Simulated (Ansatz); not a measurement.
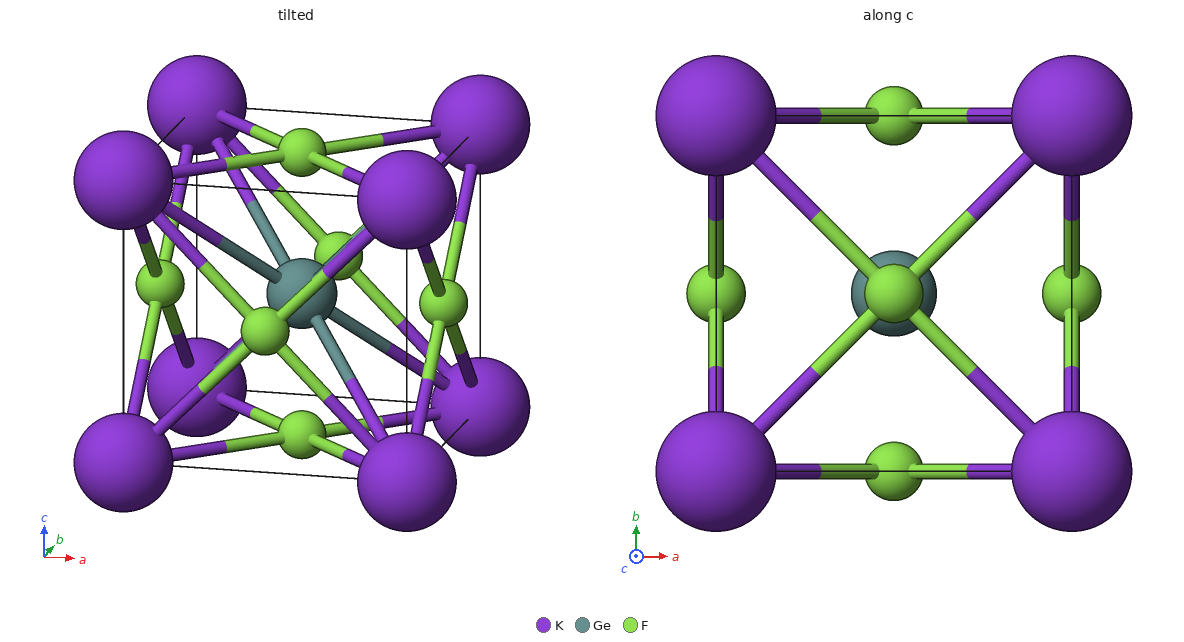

The image is a ball-and-stick drawing of a crystal, viewed slightly off an axis and along the c axis. The conventional unit cell is outlined; an atom on or near a face, edge or corner is repeated at each equivalent position.

KGeF3, cubic perovskite, space group Pm-3m (No. 221), a = 4.388 Å, b = 4.388 Å, c = 4.388 Å, α = 90.00°, β = 90.00°, γ = 90.00°. Its origin is a structure type filled with these elements by a generator (whether the compound takes this form wasn't checked). Earlier steps of the study may have refined or changed the cell and positions. Ansatz was used for an electronic-structure calculation on it.

This one geometry was computed with Ansatz (DFT, plane waves, PAW) at three levels of theory: r2SCAN, PBE and HSE06. It was relaxed beforehand with r2SCAN.

> Which level gives the highest pressure at this volume, and what does that say about its equilibrium volume?

Highest: PBE (2.4 GPa), which points to the largest equilibrium volume. Lowest, with the smallest volume: r2SCAN (0.0 GPa). Levels within 0.5 GPa of each other can't be told apart.

> How does the band gap change with the level of theory?

PBE: a gap of 1.79 eV, direct; r2SCAN: a gap of 2.04 eV, direct; HSE06: a gap of 2.71 eV, direct.

> Collect the results in a table.

| level | cutoff (eV) | k-mesh of the run's cell | gap (eV) | pressure (GPa) |
| --- | --- | --- | --- | --- |
| r2SCAN | 500 | 6×6×6 | 2.04 | 0.0 |
| PBE | 420 | 6×6×6 | 1.79 | 2.4 |
| HSE06 | 420 | 4×4×4 | 2.71 | 1.2 |

Gaps are taken on the k-mesh or band path of each run.
